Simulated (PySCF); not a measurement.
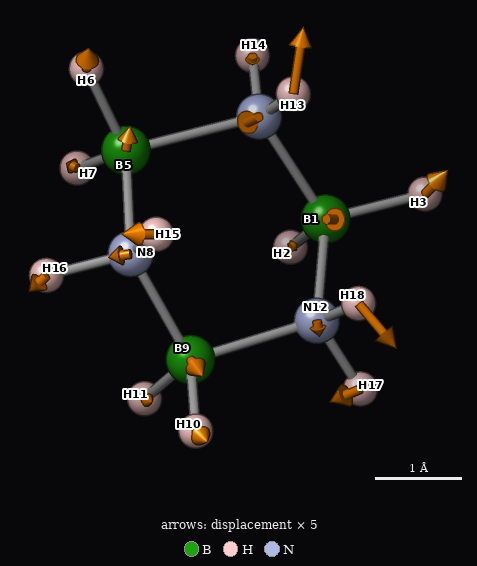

This is a relaxation of B3N3H12. The starting structure is drawn; orange arrows show the displacements, magnified 5 times. The two geometries are superimposed by the best rigid fit.

A ball-and-stick model, seen at a tilt.

The start comes from GFN2-xTB. Its atoms were then displaced at random by about 0.03 Å.

These are results of PBE0-D3(BJ)/def2-SVP geometry optimisation, gas phase (PySCF 2.14.0, density-fitted response routines), not measurements. 

Q: Atoms of which element are displaced furthest, and by how much?

A: Hydrogen: up to 0.16 Å, against 0.11 Å for nitrogen.

Q: What happened in the run?

A: An H atom moves most after the best rigid fit: 0.16 Å. Largest moves by element: H 0.16 Å, N 0.11 Å, B 0.09 Å. Near-neighbour distances that change, for instance: H–N 0.833 → 1.021 Å, B–N 1.511 → 1.582 Å, B–H 1.157 → 1.218 Å, H–N 1.075 → 1.020 Å. Among the angles between lasting bonds that change: H–N–H 115.0° → 104.1°, H–B–H 104.4° → 113.2°, B–N–B 110.8° → 117.8°. Over 7 geometry steps the energy falls by 42.8 kcal/mol. The run took 89 s on 1 thread of Intel(R) Xeon(R) Processor @ 2.70GHz (shared host).
